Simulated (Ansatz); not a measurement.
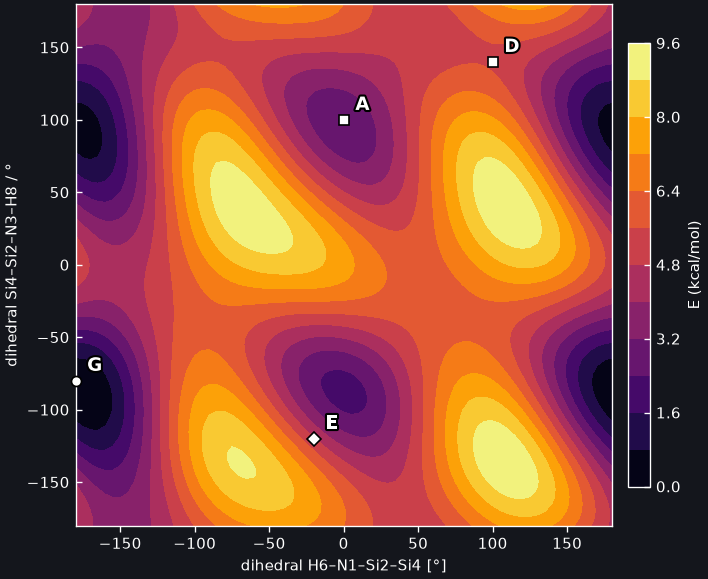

ClH₇N₂Si₂, SMILES N[Si](N)([SiH3])Cl. Coordinates scanned: (1) dihedral H6–N1–Si2–Si4; (2) dihedral Si4–Si2–N3–H8. Nothing is relaxed (all other coordinates rigid). Grid: 18 × 18 points. Energies are in kcal/mol, from the relaxed molecule at the same level. Theory: Ansatz 0.2.0, RHF/def2-SVP.

In the figure: filled contours, lettered points. Between grid points the surface is interpolated.

Is A the lowest point of the computed grid?

Answer. No. A lies 2.4 kcal/mol above the lowest grid point, which is at dihedral H6–N1–Si2–Si4 = −180°, dihedral Si4–Si2–N3–H8 = −80°. It is a local minimum.

What kind of point is each of A, D, E, G: minimum, saddle, maximum or slope?

Answer. A: minimum; D: saddle point; E: on a slope; G: minimum. (In these two coordinates alone; a stationary point may lie a little off the grid point.)

Rank the lettered points by energy, lowest first.

Answer. G (0.14 kcal/mol), A (2.5 kcal/mol), E (4.9 kcal/mol), D (5.5 kcal/mol).
